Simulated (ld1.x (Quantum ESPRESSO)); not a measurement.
**Pseudopotential generation for copper: PAW, revPBE**

Task: generate the file, and judge it by its errors in other configurations, its logarithmic derivatives, its ghosts and its cutoff.

Program: ld1.x (Quantum ESPRESSO) 7.5. Reference atom: revPBE, scalar-relativistic, spherical and spin-unpolarised. All values are calculated.

## 1. Settings

Typed settings, in words:

- element: copper (Cu, Z = 29)
- type: PAW
- frozen core: [Ar]
- valence charge: 11
- reference configuration: 3d10 4s1 4p0
- partial waves: 4s (bound): rcut 2.00, rcutus 2.25 bohr; 4s channel at 1.9 Ry: rcut 2.00, rcutus 2.25 bohr; 4p (bound, empty): rcut 1.90, rcutus 2.18 bohr; 4p channel at 4.35 Ry: rcut 1.90, rcutus 2.18 bohr; 3d (bound): rcut 1.00, rcutus 1.30 bohr; 3d channel at 0.4 Ry: rcut 1.00, rcutus 1.30 bohr
- local potential: all-electron potential smoothed inside 2.20 bohr (lloc = -1)
- core correction: Bessel-smoothed model core inside 0.75 bohr
- augmentation charge: PSQ, inside the norm-conserving radii

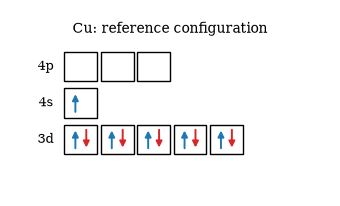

The outer shells as boxes. The arrows follow Hund's rule for the drawing; the calculation itself is spin-unpolarised.

## 2. Generation

File Cu.in:

```
 &input
   title='Cu', zed=29., rel=1, dft='REVPBE', iswitch=3,
   config='[Ar] 3d10 4s1 4p0',
   nld=3, rlderiv=2.45, eminld=-2.0, emaxld=5.0, deld=0.02
 /
 &inputp
   pseudotype=3, lpaw=.true., tm=.true., lloc=-1, rcloc=2.20,
   nlcc=.true., new_core_ps=.true., rcore=0.75,
   which_augfun='PSQ', rmatch_augfun_nc=.true.,
   file_pseudopw='Cu.UPF', file_wfcaegen='ae.wfc', file_wfcncgen='nc.wfc', file_beta='beta', file_chi='chi', file_wfcusgen='us.wfc'
 /
6
4S  1  0   1.00   0.00  2.00  2.25  0.0
4S  1  0   0.00   1.90  2.00  2.25  0.0
4P  2  1   0.00   0.00  1.90  2.18  0.0
4P  2  1   0.00   4.35  1.90  2.18  0.0
3D  3  2  10.00   0.00  1.00  1.30  0.0
3D  3  2   0.00   0.40  1.00  1.30  0.0
 &test
   configts(1)='3d10 4s1 4p0'
 /
```

Run with:

```console
$ ld1.x < Cu.in > Cu.out
```

What the program wrote to Cu.out (without the banner and most projector matrices):

```text
     Program LD1 v.7.5
     --------------------------- All-electron run ----------------------------

     Cu
     scalar relativistic calculation

     atomic number is 29.00
     dft =REVPBE   lsd =0 sic =0 latt =0  beta=0.20 tr2=1.0E-14
     Exchange-correlation= REVPBE
                           (   1   4   4   4   0   0   0)
     mesh =1199 r(mesh) = 100.25372 a.u. xmin = -7.00 dx = 0.01250
     1 Ry =  13.60569312 eV, c = 137.03599908

     n l     nl                  e(Ry)          e(Ha)          e(eV)
     1 0     1S 1( 2.00)      -650.5975      -325.2988     -8851.8306
     2 0     2S 1( 2.00)       -78.0964       -39.0482     -1062.5558
     2 1     2P 1( 6.00)       -67.3874       -33.6937      -916.8520
     3 0     3S 1( 2.00)        -8.4318        -4.2159      -114.7201
     3 1     3P 1( 6.00)        -5.2997        -2.6498       -72.1059
     3 2     3D 1(10.00)        -0.3643        -0.1822        -4.9568
     4 0     4S 1( 1.00)        -0.3313        -0.1656        -4.5075
     4 1     4P 1( 0.00)        -0.0502        -0.0251        -0.6824

     final scf error:  7.7E-15 reached in  38 iterations

     Etot =   -3310.002596 Ry,   -1655.001298 Ha,  -45034.879561 eV

     Ekin =    3359.250309 Ry,    1679.625155 Ha,   45704.928832 eV
     Encl =   -7969.700117 Ry,   -3984.850058 Ha, -108433.294068 eV
     Eh   =    1435.829902 Ry,     717.914951 Ha,   19535.461027 eV
     Exc  =    -135.382691 Ry,     -67.691346 Ha,   -1841.975352 eV

     normalization and overlap integrals

     s(1S/1S) =  1.000000  <r> =   0.0521  <r2> =    0.0037  r(max) =   0.0341
     s(2S/2S) =  1.000000  <r> =   0.2351  <r2> =    0.0652  r(max) =   0.1960
     s(2P/2P) =  1.000000  <r> =   0.2064  <r2> =    0.0523  r(max) =   0.1585
     s(3S/3S) =  1.000000  <r> =   0.7118  <r2> =    0.5861  r(max) =   0.6112
     s(3P/3P) =  1.000000  <r> =   0.7494  <r2> =    0.6649  r(max) =   0.6189
     s(3D/3D) =  1.000000  <r> =   1.0467  <r2> =    1.5737  r(max) =   0.6036
     s(4S/4S) =  1.000000  <r> =   2.9526  <r2> =   10.3595  r(max) =   2.2710
     s(4P/4P) =  1.000000  <r> =   5.4268  <r2> =   36.7333  r(max) =   3.7442

     ------------------------ End of All-electron run ------------------------

     --------------------- Generating PAW atomic setup --------------------

      Generating local potential from pseudized AE potential:
      Matching radius rcloc =   2.2000

      Local pseudo, rcloc= 2.187 Estimated cut-off energy=     5.11 Ry

      Computing core charge for nlcc:

       r > 0.76 : true rho core
      Core charge pseudized with two Bessel functions
      Integrated core pseudo-charge :  10.15
      Wfc-us  4S rcutus= 2.243  Estimated cut-off energy=     8.80 Ry
      Wfc-us  4S rcutus= 2.243  Estimated cut-off energy=    14.05 Ry
      Wfc-us  4P rcutus= 2.187  Estimated cut-off energy=    14.77 Ry
      Wfc-us  4P rcutus= 2.187  Estimated cut-off energy=    26.20 Ry
      Wfc-us  3D rcutus= 1.294  Estimated cut-off energy=    68.98 Ry
      Wfc-us  3D rcutus= 1.294  Estimated cut-off energy=    76.10 Ry

     Required augmentation: PSQ   radius:    2.250000

     Q pseudized with Bessel functions
     Expected ecutrho=     404.8481 due to l1=  2   l2=  2

     Estimated PAW energy = -213.249163 Ryd

     The PAW screened D coefficients
     0.49162     0.60629     0.00000     0.00000     0.00000     0.00000
     0.60629     0.77479     0.00000     0.00000     0.00000     0.00000
     0.00000     0.00000     0.04257     0.13262     0.00000     0.00000
     0.00000     0.00000     0.13262     0.47108     0.00000     0.00000
     0.00000     0.00000     0.00000     0.00000    -3.76528    -2.11477
     0.00000     0.00000     0.00000     0.00000    -2.11477    -1.18998

     The PAW descreened D coefficients (US)
     0.19928     0.13240     0.00000     0.00000     0.00000     0.00000
     0.13240     0.07572     0.00000     0.00000     0.00000     0.00000
     0.00000     0.00000     0.04099     0.04974     0.00000     0.00000
     0.00000     0.00000     0.04974    -0.03321     0.00000     0.00000
     0.00000     0.00000     0.00000     0.00000    -2.18487    -1.10629
     0.00000     0.00000     0.00000     0.00000    -1.10629    -0.54774

     ------------------- End of pseudopotential generation -------------------

     [... the all-electron block is printed once more ...]


     Computing logarithmic derivative in   2.46323
     Computing logarithmic derivative in   2.46323
     Computing the partial wave expansion
     R is outside the sphere for l=    0 j= 0.00
     R is outside the sphere for l=    0 j= 0.00
     R is outside the sphere for l=    1 j= 0.00
     R is outside the sphere for l=    1 j= 0.00
     R is outside the sphere for l=    2 j= 0.00
     R is outside the sphere for l=    2 j= 0.00

     ---------------------- Testing the pseudopotential ----------------------

     Cu
     scalar relativistic calculation

     atomic number is 29.00   valence charge is 11.00
     dft = SLA  PW   REVX PBC   lsd =0 sic =0 latt =0  beta=0.20 tr2=1.0E-14
     mesh =1199 r(mesh) = 100.25372 xmin = -7.00 dx = 0.01250

     n l     nl             e AE (Ry)        e PS (Ry)    De AE-PS (Ry)
     3 2     3D   1(10.00)       -0.36432       -0.36438        0.00006
     1 0     4S   1( 1.00)       -0.33129       -0.33133        0.00003
     2 1     4P   1( 0.00)       -0.05016       -0.05021        0.00005

     eps = 6.0E-15  iter =  6

     Etot =   -3310.002596 Ry,   -1655.001298 Ha,  -45034.879561 eV
     Etotps =  -213.249174 Ry,    -106.624587 Ha,   -2901.402820 eV

     Ekin =     187.484312 Ry,      93.742156 Ha,    2550.854010 eV
     Encl =    -365.867728 Ry,    -182.933864 Ha,   -4977.884025 eV
     Ehrt =     100.516859 Ry,      50.258430 Ha,    1367.601541 eV
     Ecxc =    -135.382617 Ry,     -67.691309 Ha,   -1841.974346 eV
     (Ecc =     -22.699841 Ry,     -11.349920 Ha,    -308.847070 eV)

     ---------------------- End of pseudopotential test ----------------------
```

Run time: 1.5 s. Hardware: 1 thread, shared host. This counts the later configuration tests of the new file too.

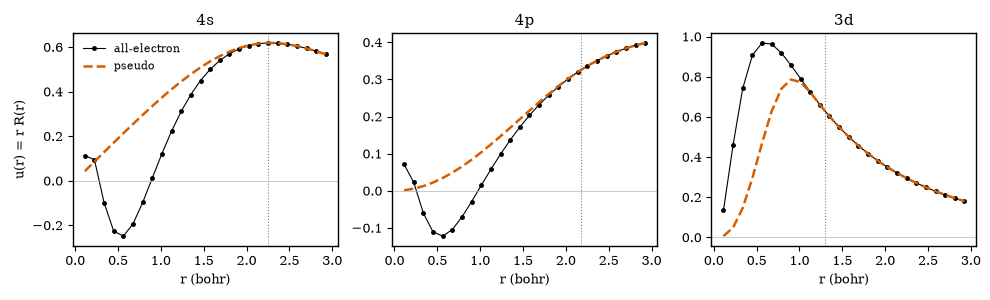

All-electron and pseudo partial waves (4s, 4p, 3d), with the matching radii dotted. The curves join 26 sampled radii, too few to resolve the innermost nodes.

## 3. Testing the new file in other configurations

File Cu.test.in:

```
 &input
   title='Cu', zed=29., rel=1, dft='REVPBE', iswitch=2,
   config='[Ar] 3d10 4s1 4p0'
 /
 &test
   file_pseudo='Cu.UPF', nconf=8,
   configts(1)='3d10 4s1 4p0',
   configts(2)='3d10 4s0 4p0',
   configts(3)='3d9 4s0 4p0',
   configts(4)='3d8 4s0 4p0',
   configts(5)='3d9 4s1 4p1',
   configts(6)='3d9 4s2 4p0',
   configts(7)='3d10 4s0 4p1',
   configts(8)='3d10 4s0.5 4p0'
 /
```

Run with:

```console
$ ld1.x < Cu.test.in > Cu.test.out
```

Cu.test.out, the pseudopotential blocks, each with the warnings that came before it:

```text
     ---------------------- Testing the pseudopotential ----------------------

     Cu
     scalar relativistic calculation

     atomic number is 29.00   valence charge is 11.00
     dft =SLA  PW   REVX PBC   lsd =0 sic =0 latt =0  beta=0.20 tr2=1.0E-14
     mesh =1199 r(mesh) = 100.25372 xmin = -7.00 dx = 0.01250

     n l     nl             e AE (Ry)        e PS (Ry)    De AE-PS (Ry)
     3 2     3D   1(10.00)       -0.36432       -0.36438        0.00006
     1 0     4S   1( 1.00)       -0.33129       -0.33133        0.00003
     2 1     4P   1( 0.00)       -0.05016       -0.05021        0.00005

     eps = 5.9E-15  iter =  6

     Etot =   -3310.002596 Ry,   -1655.001298 Ha,  -45034.879561 eV
     Etotps =  -213.249174 Ry,    -106.624587 Ha,   -2901.402821 eV

     Ekin =     187.484312 Ry,      93.742156 Ha,    2550.854008 eV
     Encl =    -365.867728 Ry,    -182.933864 Ha,   -4977.884025 eV
     Ehrt =     100.516859 Ry,      50.258430 Ha,    1367.601541 eV
     Ecxc =    -135.382617 Ry,     -67.691309 Ha,   -1841.974346 eV
     (Ecc =     -22.699841 Ry,     -11.349920 Ha,    -308.847070 eV)

     ---------------------- End of pseudopotential test ----------------------

     ---------------------- Testing the pseudopotential ----------------------

     Cu
     [...]
     n l     nl             e AE (Ry)        e PS (Ry)    De AE-PS (Ry)
     3 2     3D   1(10.00)       -0.99458       -0.99313       -0.00145
     1 0     4S   1( 0.00)       -0.86284       -0.86385        0.00101
     2 1     4P   1( 0.00)       -0.47822       -0.47882        0.00060

     eps = 6.2E-17  iter =  9

     Etot =   -3309.413713 Ry,   -1654.706857 Ha,  -45026.867398 eV
     Etotps =  -212.659754 Ry,    -106.329877 Ha,   -2893.383359 eV
     dEtot_ae =       0.588883 Ry
     dEtot_ps =       0.589420 Ry,   Delta E=      -0.000536 Ry

     [...]
     ---------------------- End of pseudopotential test ----------------------

     ---------------------- Testing the pseudopotential ----------------------

     Cu
     [...]
     n l     nl             e AE (Ry)        e PS (Ry)    De AE-PS (Ry)
     3 2     3D   1( 9.00)       -2.16838       -2.18110        0.01272  !
     1 0     4S   1( 0.00)       -1.63083       -1.63163        0.00080
     2 1     4P   1( 0.00)       -1.12445       -1.12538        0.00093

     eps = 3.1E-16  iter =  9

     Etot =   -3307.855172 Ry,   -1653.927586 Ha,  -45005.662360 eV
     Etotps =  -211.097635 Ry,    -105.548817 Ha,   -2872.129636 eV
     dEtot_ae =       2.147425 Ry
     dEtot_ps =       2.151539 Ry,   Delta E=      -0.004115 Ry

     [...]
     ---------------------- End of pseudopotential test ----------------------

     Warning: n=3, l=2 expected 0 nodes, found 1
     ---------------------- Testing the pseudopotential ----------------------

     Cu
     [...]
     n l     nl             e AE (Ry)        e PS (Ry)    De AE-PS (Ry)
     3 2     3D   1( 8.00)       -3.58653       -3.64828        0.06174  !
     1 0     4S   1( 0.00)       -2.52731       -2.53642        0.00911  !
     2 1     4P   1( 0.00)       -1.91273       -1.92207        0.00933  !

     eps = 2.9E-15  iter = 10

     Etot =   -3304.996124 Ry,   -1652.498062 Ha,  -44966.763038 eV
     Etotps =  -208.204720 Ry,    -104.102360 Ha,   -2832.769524 eV
     dEtot_ae =       5.006472 Ry
     dEtot_ps =       5.044454 Ry,   Delta E=      -0.037982 Ry

     [...]
     ---------------------- End of pseudopotential test ----------------------

     ---------------------- Testing the pseudopotential ----------------------

     Cu
     [...]
     n l     nl             e AE (Ry)        e PS (Ry)    De AE-PS (Ry)
     3 2     3D   1( 9.00)       -0.84802       -0.85907        0.01105  !
     1 0     4S   1( 1.00)       -0.51897       -0.51824       -0.00074
     2 1     4P   1( 1.00)       -0.15107       -0.15080       -0.00027

     eps = 8.5E-16  iter = 14

     Etot =   -3309.502733 Ry,   -1654.751367 Ha,  -45028.078577 eV
     Etotps =  -212.744959 Ry,    -106.372479 Ha,   -2894.542620 eV
     dEtot_ae =       0.499863 Ry
     dEtot_ps =       0.504215 Ry,   Delta E=      -0.004352 Ry

     [...]
     ---------------------- End of pseudopotential test ----------------------

     ---------------------- Testing the pseudopotential ----------------------

     Cu
     [...]
     n l     nl             e AE (Ry)        e PS (Ry)    De AE-PS (Ry)
     3 2     3D   1( 9.00)       -0.69506       -0.70586        0.01080  !
     1 0     4S   1( 2.00)       -0.42152       -0.42052       -0.00100
     2 1     4P   1( 0.00)       -0.08403       -0.08364       -0.00038

     eps = 7.1E-15  iter = 10

     Etot =   -3309.856411 Ry,   -1654.928205 Ha,  -45032.890609 eV
     Etotps =  -213.098147 Ry,    -106.549074 Ha,   -2899.347995 eV
     dEtot_ae =       0.146185 Ry
     dEtot_ps =       0.151027 Ry,   Delta E=      -0.004842 Ry

     [...]
     ---------------------- End of pseudopotential test ----------------------

     ---------------------- Testing the pseudopotential ----------------------

     Cu
     [...]
     n l     nl             e AE (Ry)        e PS (Ry)    De AE-PS (Ry)
     3 2     3D   1(10.00)       -0.52159       -0.52070       -0.00089
     1 0     4S   1( 0.00)       -0.43841       -0.43882        0.00041
     2 1     4P   1( 1.00)       -0.12198       -0.12206        0.00008

     eps = 2.9E-15  iter = 11

     Etot =   -3309.702273 Ry,   -1654.851136 Ha,  -45030.793453 eV
     Etotps =  -212.948640 Ry,    -106.474320 Ha,   -2897.313844 eV
     dEtot_ae =       0.300323 Ry
     dEtot_ps =       0.300534 Ry,   Delta E=      -0.000211 Ry

     [...]
     ---------------------- End of pseudopotential test ----------------------

     ---------------------- Testing the pseudopotential ----------------------

     Cu
     [...]
     n l     nl             e AE (Ry)        e PS (Ry)    De AE-PS (Ry)
     3 2     3D   1(10.00)       -0.66326       -0.66261       -0.00064
     1 0     4S   1( 0.50)       -0.58493       -0.58537        0.00044
     2 1     4P   1( 0.00)       -0.24735       -0.24756        0.00021

     eps = 9.9E-15  iter =  7

     Etot =   -3309.774621 Ry,   -1654.887311 Ha,  -45031.777805 eV
     Etotps =  -213.021063 Ry,    -106.510532 Ha,   -2898.299218 eV
     dEtot_ae =       0.227975 Ry
     dEtot_ps =       0.228111 Ry,   Delta E=      -0.000136 Ry

     [...]
     ---------------------- End of pseudopotential test ----------------------
```

Excitation and ionisation energies from 3d10 4s1 4p0, with the error of the potential. A star marks tests that logged a warning.

| valence configuration | charge | ΔE all-electron (eV) | error AE − PS (meV) |
| --- | --- | --- | --- |
| 3d10 4s0 4p0 | +1 | 8.012 | -7.3 |
| 3d9 4s0 4p0 | +2 | 29.217 | -56 |
| 3d8 4s0 4p0 * | +3 | 68.117 | -517 |
| 3d9 4s1 4p1 | 0 | 6.801 | -59 |
| 3d9 4s2 4p0 | 0 | 1.989 | -66 |
| 3d10 4s0 4p1 | 0 | 4.086 | -2.9 |
| 3d10 4s0.5 4p0 | +0.5 | 3.102 | -1.9 |

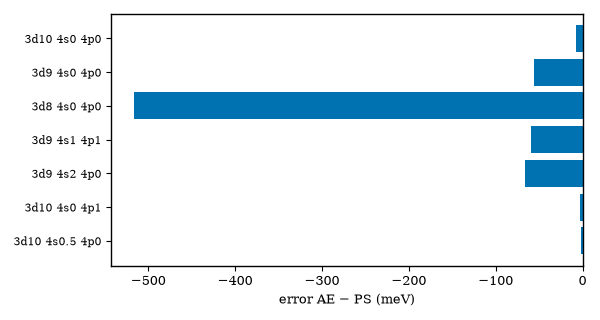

Error of the potential in each test configuration.

## 4. Does it scatter like the atom?

Taken from the files of the generation run. The phase is arctan(r·u′/u) with u = r·R, unwrapped, with energies in Ry. A pole is an energy at which the radial function vanishes at the test radius. The pseudo phase is shifted by a multiple of π to meet the all-electron one at the reference energy. Levels narrower than the energy grid can be missing from the poles. The last column is the largest difference on the grid between −1 and +1 Ry.

| channel | radius (bohr) | reference (Ry) | poles AE | poles PS | window around the reference with phases within 0.05 rad (Ry) | largest difference near zero (rad) |
| --- | --- | --- | --- | --- | --- | --- |
| s | 2.46 | -0.33 | 1.65 | 1.65 | below 4.8 | 0.000 |
| p | 2.46 | -0.05 | 2.78 | 2.77 | the whole range | 0.002 |
| d | 2.46 | -0.36 | -0.24, 4.80 | -0.24, 4.88 | the whole range | 0.000 |

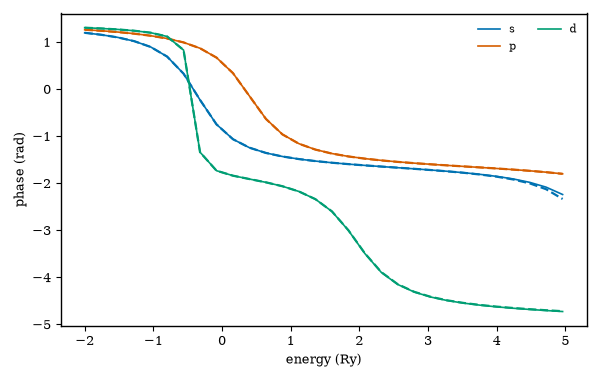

Phases by channel: all-electron solid, pseudo dashed.

## 5. Cutoff and ghost test in a Bessel basis

A separate test, outside the generator: the pseudo-atom's Hamiltonian at the reference potential is diagonalised in spherical Bessel functions j_l(qr) that vanish at 20 bohr, with q² up to the cutoff.

All-electron valence levels (Ry): 4s -0.3313, 4p -0.0502, 3d -0.3643. The lowest levels of each channel (Ry) by cutoff; the last column sums, over occupied levels, occupation times the distance from the level at 400 Ry. A positive value at high cutoff is not a bound level.

```
cutoff (Ry)     s #1     p #1     d #1    f #1  Σ f·Δε (mRy)
          8  -0.3314  -0.0501   0.0580  0.1089        4224.0
         12  -0.3314  -0.0501   0.0579  0.1089        4222.8
         21  -0.3315  -0.0501   0.0571  0.1089        4215.1
         30  -0.3315  -0.0501  -0.0051  0.1089        3593.1
         40  -0.3315  -0.0501  -0.2820  0.1089         823.9
         55  -0.3315  -0.0501  -0.3596  0.1089          48.0
         70  -0.3315  -0.0501  -0.3634  0.1089           9.8
         90  -0.3315  -0.0501  -0.3639  0.1089           4.9
        120  -0.3315  -0.0501  -0.3643  0.1089           0.9
        160  -0.3315  -0.0501  -0.3644  0.1089           0.2
        400  -0.3315  -0.0501  -0.3644  0.1089           0.0
```

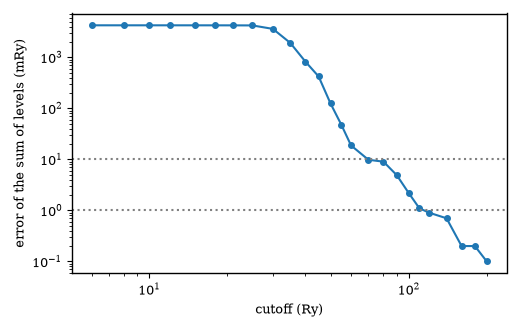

Occupation-weighted error of the valence levels against the cutoff; the dotted lines mark 10 and 1 mRy.

The sum stays within 10 mRy from 70 Ry and within 1 mRy from 120 Ry. The sum leaves out empty levels, which can need more. Ghost test: no level below the all-electron spectrum of its channel (s, p, d, f tested).

## 6. Results

| quantity | value |
| --- | --- |
| cutoffs for 10 and 1 mRy, occupied levels | 70 Ry and 120 Ry |
| bound ghosts | none found |
| largest test error (AE − PS) | -517 meV, for 3d8 4s0 4p0 (this test logged a warning) |
| largest phase difference near zero energy, channels read | 0.002 rad |
| lowest eigenvalue of the overlap (Bessel basis) | 0.431 (s) |
| density cutoff estimated by the generator | 405 Ry |

By total energies transferability is poor: the largest error is 517 meV on 68.1 eV, for 3d8 4s0 4p0. That test lies far up in energy; among those under 40 eV, nearer to bonding, the largest error is 66 meV. By its cutoff, 70 Ry for the looser tolerance, it is of middling hardness. The slowest occupied level is 3d: taken alone it needs 70 Ry to come within 1 mRy, against 6 Ry or less for 4s. It is free of bound ghosts as far as tested. Near zero energy the phases of the channels with partial waves agree within 0.002 rad.
